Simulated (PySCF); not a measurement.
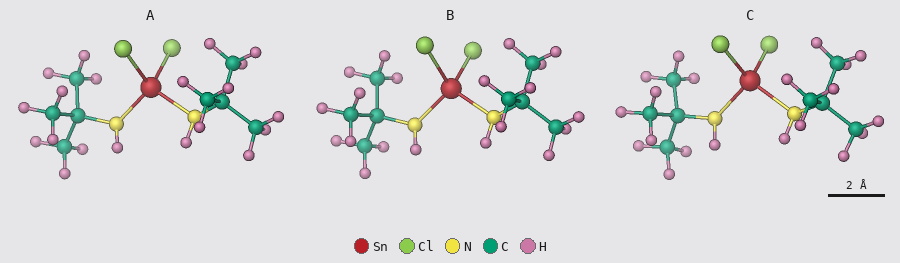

3 geometries from one relaxation of C8H20Cl2N2Sn, in shuffled order. Style: ball-and-stick. Shown at a tilt.

The start comes from GFN2-xTB. Its atoms were then displaced at random by about 0.03 Å.

The calculation used PySCF, PBE0-D3(BJ)/def2-SVP geometry optimisation, gas phase. 

**Order the frames from highest to lowest energy.**

C, A, B. They are steps 0, 2, 8, at +1.478 eV, +0.059 eV relative to the last. The largest moves after the best rigid fit, 0.34 Å, are those of Sn and Cl atoms. Largest moves by element: Cl 0.34 Å, Sn 0.34 Å, H 0.28 Å, N 0.25 Å, C 0.19 Å. Among the contacts that change: C–Sn 3.531 → 3.291 Å, N–Sn 2.133 → 2.011 Å, H–N 1.135 → 1.019 Å, C–C 1.633 → 1.526 Å. Bond angles that change, for instance: C–C–H 100.9° → 110.8°, C–N–H 102.1° → 111.3°, Cl–Sn–N 101.5° → 109.0°. Over 8 geometry steps the energy falls by 1.478 eV. The run took 16 min on 2 threads of Intel(R) Xeon(R) Platinum 8259CL CPU @ 2.50GHz (shared host).
